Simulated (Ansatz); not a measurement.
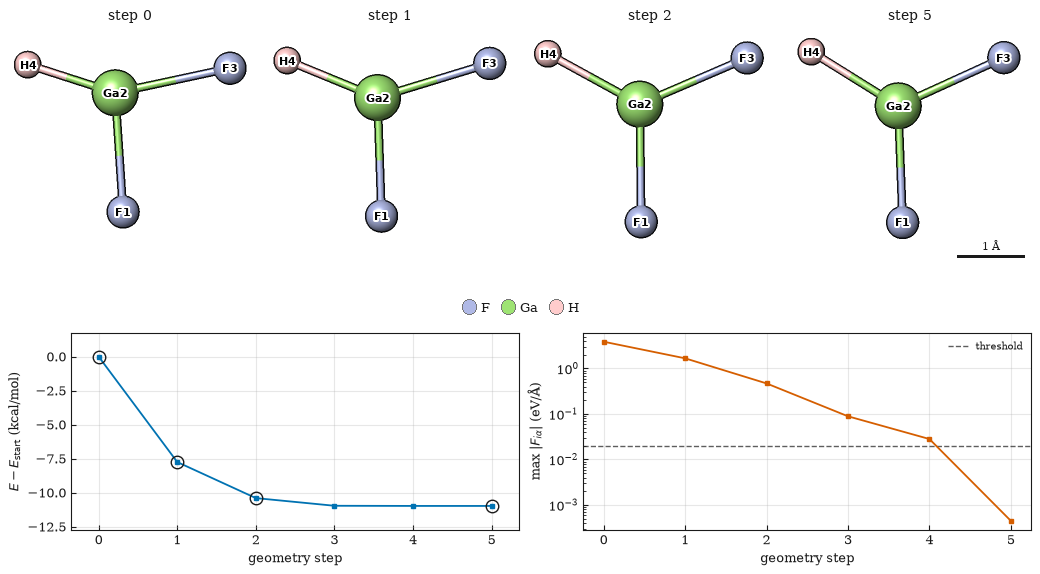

Frames of a relaxation of GaHF2, marked on the history of the run. Style: ball-and-stick. Shown face on.

The run prepares the start of a later molecular dynamics calculation, from a guessed geometry.

Method: RKS PBE-D4/def2-SVP (Ansatz 0.2.0). Set-up: no spin polarisation; force threshold 0.02 eV/Å; at most 40 steps.

What happens along the run?

The energy falls by 11.0 kcal/mol in 5 geometry steps. The largest force component goes from 3.9 to 0.00045 eV/Å. The largest moves after the best rigid fit, 0.20 Å, are those of Ga2 and H4. By element the largest moves are H 0.20 Å, Ga 0.20 Å, F 0.19 Å. Among the contacts that change: Ga2–H4 1.393 → 1.551 Å, F1–Ga2 1.799 → 1.760 Å, Ga2–F3 1.783 → 1.760 Å. Bond angles that change, for instance: F3–Ga2–H4 150.3° → 123.9°, F1–Ga2–F3 98.1° → 112.2°, F1–Ga2–H4 111.6° → 123.9°. From step 0 to 1: Ga2 moves most (0.09 Å), energy −7.75 kcal/mol. From step 1 to 2: Ga2 moves most (0.12 Å), energy −2.65 kcal/mol. From step 2 to 5: H4 moves most (0.06 Å), energy −0.58 kcal/mol.
